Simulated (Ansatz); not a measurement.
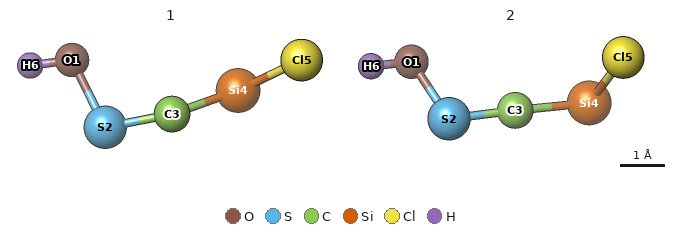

Two geometries of CHClOSSi, drawn at one scale. One is the start of a relaxation, the other its converged end. A ball-and-stick model, seen face on.

All numbers below come from RKS BHLYP/def2-SVP in Ansatz. (no spin polarisation; force threshold 0.015 eV/Å; at most 40 steps)

Q: Which of the two is the end point?

A: Structure 2 is the relaxed one. The run prepares an end point of a later path (torsion) calculation, from a guessed geometry. Cl5 moves most after the best rigid fit: 0.48 Å. Largest moves by element: Cl 0.48 Å, Si 0.43 Å, C 0.39 Å, S 0.31 Å, H 0.21 Å, O 0.10 Å. Near-neighbour distances that change, for instance: Si4–Cl5 2.029 → 2.108 Å, O1–S2 1.733 → 1.677 Å, S2–C3 1.588 → 1.536 Å, C3–Si4 1.767 → 1.789 Å. Bond angles that change, for instance: S2–C3–Si4 140.6° → 170.2°, C3–Si4–Cl5 116.2° → 97.6°, O1–S2–C3 106.9° → 109.9°. The energy falls by 37.0 kJ/mol in 14 accepted moves (19 points after the start). Largest force component: 1.5 eV/Å at the start, 0.0047 eV/Å at the end. The line search rejected the trial steps at points 9, 11, 14, 15, 18 of the run. The run took 87 s on 1 thread of Arm Neoverse V1, on a shared host, peak memory 0.17 GiB.
